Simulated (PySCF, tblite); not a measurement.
**C₆H₁₃PSSi: geometry, infrared bands and NMR shifts**

Aim: predict the infrared bands and NMR shifts of C₆H₁₃PSSi (`CC1=C[P@@](=S)(C[SiH3])CC1`).

Programs: tblite 0.8.0 and PySCF 2.14.0, with density-fitted response routines of our own. Each step states its level of theory. These are calculated values for one molecule in the gas phase, unless marked as measured. Atoms count from 0, in the outputs and in this text.

### 1 Starting geometry

22 atoms, charge 0, multiplicity 1; geometry from: force field or distance geometry start.

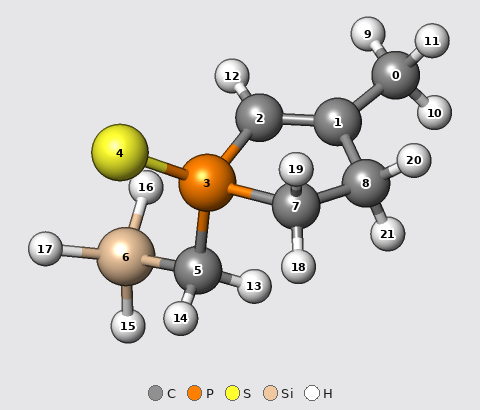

As it starts; carbon grey, phosphorus orange, sulfur yellow, silicon light orange, hydrogen white, atoms numbered.

### 2 Relaxing the molecule with GFN2-xTB

Job settings and geometry (Å):

```
{"job": {"kind": "relax", "xc": "GFN2-xTB", "basis": "xTB"}, "charge": 0, "multiplicity": 1}
C     -2.455400     1.295200     1.027300
C     -1.477600     0.407200     0.354900
C     -0.592800     0.774300    -0.586200
P      0.450500    -0.516500    -1.150700
S      0.763300    -0.909100    -3.014900
C      1.873500    -0.470900    -0.049200
Si     2.952800     0.972900    -0.428100
C     -0.596600    -1.777200    -0.307400
C     -1.390300    -1.049000     0.776600
H     -2.406900     2.321600     0.651700
H     -2.288100     1.327100     2.105800
H     -3.485200     0.931300     0.855700
H     -0.559200     1.786500    -0.975900
H      1.546900    -0.422600     0.991900
H      2.435400    -1.397200    -0.147000
H      4.008000     1.078800     0.623500
H      2.168000     2.232100    -0.388200
H      3.622200     0.835800    -1.738200
H     -0.009000    -2.600700     0.104400
H     -1.293700    -2.196200    -1.043500
H     -2.392700    -1.485700     0.885300
H     -0.883600    -1.118400     1.742100
```

Run with:

```
> OMP_NUM_THREADS=1 python probes_run.py task.json out
```

One launch serves the whole session: the jobs run in the order shown.

**Question.** This job is followed by: GFN2-xTB harmonic vibrations, gas phase; GIAO PBE0/pcSseg-1 NMR shielding, non-relativistic, gas phase. Predict these results of the whole session: strongest single infrared mode (GFN2-xTB); zero-point energy (GFN2-xTB); 13C shifts against TMS (PBE0/pcSseg-1); 1H shifts against TMS (PBE0/pcSseg-1, means over atoms taken as alike); 31P shifts against H3PO4 (PBE0/pcSseg-1); 33S shifts against CS2 (PBE0/pcSseg-1); 29Si shifts against TMS (PBE0/pcSseg-1).

The runs gave:

| quantity | value |
| --- | --- |
| strongest single infrared mode (GFN2-xTB) | 2264 cm⁻¹, 353 km/mol |
| zero-point energy (GFN2-xTB) | 105.3 kcal/mol |
| 13C shifts against TMS (PBE0/pcSseg-1) | 164.2, 132.8, 43.8, 38.0, 23.5, 21.2 ppm |
| 1H shifts against TMS (PBE0/pcSseg-1, means over atoms taken as alike) | 5.96, 4.07, 2.47, 2.43, 2.23, 2.21, 1.97, 1.28, 1.27 ppm |
| 31P shifts against H3PO4 (PBE0/pcSseg-1) | 54.1 ppm |
| 33S shifts against CS2 (PBE0/pcSseg-1) | -189 ppm |
| 29Si shifts against TMS (PBE0/pcSseg-1) | -79.5 ppm |

In words: Over 84 steps the energy fell by 0.217 eV; of the close pairs, C5–Si6 changed most, 1.842 to 1.908 Å. All 60 modes are real, so the xTB geometry is a minimum. The strongest single mode, at 2264 cm⁻¹, moves mainly H15. GFN2-xTB is a fitted tight-binding method: band positions and strengths are rough. Its intensities can rank the bands wrongly. H12 (hydrogen on an alkene CH) lies farthest downfield among hydrogen, at 5.96 ppm; attached to an sp2 carbon and in the plane of the double bond. At PBE0/pcSseg-1: Shielding is most anisotropic at C1 (span 232 ppm, paramagnetic term -241 ppm).
